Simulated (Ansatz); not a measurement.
## SiHCl2OF (SMILES O[Si](F)(Cl)Cl): the energy, rung by rung

The species is SiHCl2OF (6 atoms), meant as a singlet with charge 0. SMILES: `O[Si](F)(Cl)Cl`. The shape was relaxed beforehand at r2SCAN/def2-SVP. This is one conformer, not always the lowest.

```xyz
6

O    -0.5224    0.4639    1.1326
Si    0.2160    0.0155   -0.2509
F     1.6032   -0.7400    0.0508
Cl   -0.9298   -1.2819   -1.3368
Cl    0.6219    1.6982   -1.3074
H    -0.9467   -0.2199    1.6656
```

Each level gives the dissociation energy of the Si2–O1 bond into doublet SiCl2F and doublet OH (shapes relaxed at r2SCAN/def2-SVP, no zero-point term) (eV). The values are calculated.

| level | kind | program | value (eV) | less CCSD(T)/def2-SVP | CPU time (all runs) |
| --- | --- | --- | --- | --- | --- |
| HF/def2-SVP | Hartree–Fock | Ansatz | 4.41 | -1.17 | 1.7 s |
| SVWN5/def2-SVP | LDA | Ansatz | 6.59 | +1.01 | 2.4 s |
| PBE/def2-SVP | GGA | Ansatz | 5.65 | +0.07 | 4.3 s |
| PBE0-D4/def2-SVP | global hybrid | Ansatz | 5.65 | +0.07 | 6.2 s |
| wB97M-V/def2-SVP | range-separated hybrid | Ansatz | 5.97 | +0.39 | 28 s |
| B2PLYP/def2-SVP | double hybrid | Ansatz | 5.66 | +0.08 | 7.9 s |
| RPA@PBE/def2-SVP | RPA | Ansatz | 5.21 | -0.37 | 6.6 s |
| MP2/def2-SVP | perturbation theory | Ansatz | 5.88 | +0.30 | 2 s |
| CCSD(T)/def2-SVP | coupled cluster or CI | Ansatz | 5.58 | 0.00 | 12 s |

CCSD(T)/def2-SVP is the highest level here, not the true value. The values span 4.41 to 6.59 eV. Hartree–Fock misses the correlation of the electron pair that is broken and comes out low. Measured bond enthalpies also hold zero-point and thermal terms, a few tenths of an eV less. In so small a basis fixed costs decide the times, and correlated methods can beat functionals. CPU times are rough (shared hosts, several kinds of processor and program).

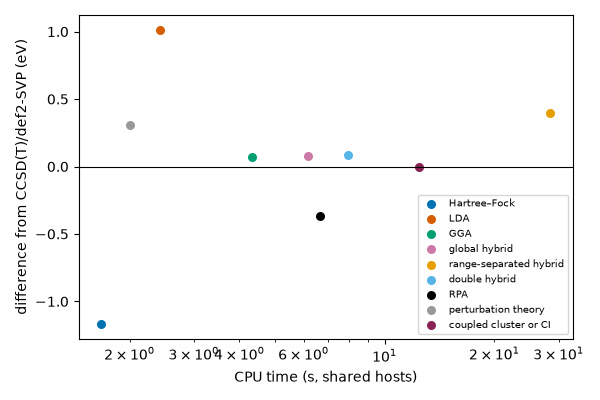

Difference from CCSD(T)/def2-SVP against processor time, one point a level.
